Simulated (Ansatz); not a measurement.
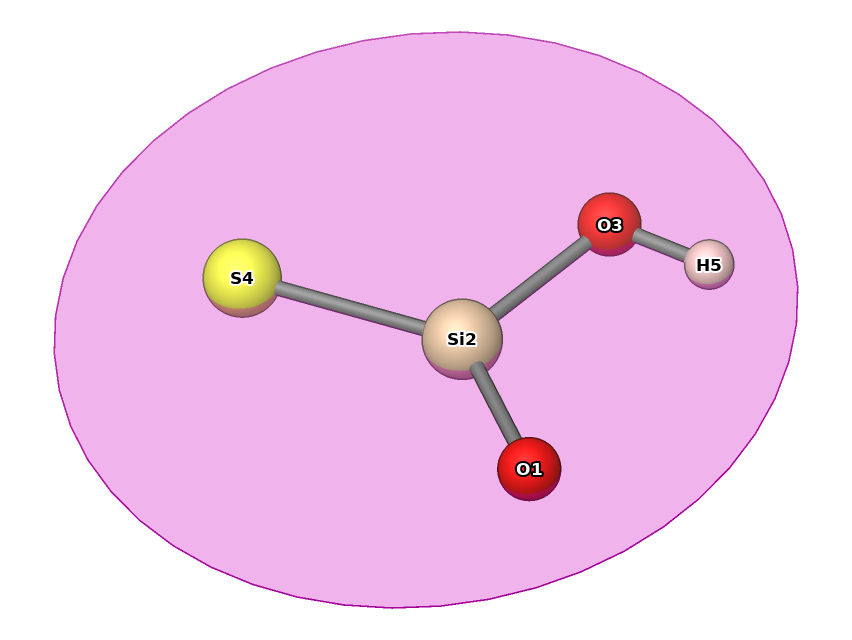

A disc through the centre of mass is drawn in. Depth is shown by fading: the farther an atom, the more it takes the colour of the background. State: charge −1, singlet. The geometry was computed by an optimisation with PBE0-D4/def2-TZVPD. No frequency run is at hand to confirm it as a minimum.

### Is the plane of the disc a mirror plane of the structure?

Yes. The reflection leaves O1, Si2, O3, S4, H5 in place. The point group is Cs.
